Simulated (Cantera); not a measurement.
Input: 1 mol SiH2Cl2, a varied amount of N2O, equilibrated at 477 °C and 8.60 Pa.

Cantera equilibrium calculation (NASA polynomials, part measured and part estimated; ideal gas, pure solids and liquids). Candidate condensed phases: H2O, NH4Cl, Si, SiO2, Si2N2O, Si3N4; 47 gas species. Equilibrium is a limit: real reactors are often held back by kinetics, nucleation or transport.

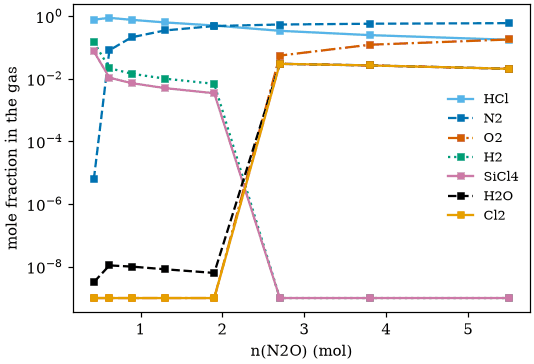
Figure: Equilibrium gas composition (values under 1e-9 drawn at 1e-9)

Q: Read off the mole fractions at 1.9 mol N2O.

A: HCl about 0.50, N2 about 0.49, H2 about 0.0069, SiCl4 about 0.0035.
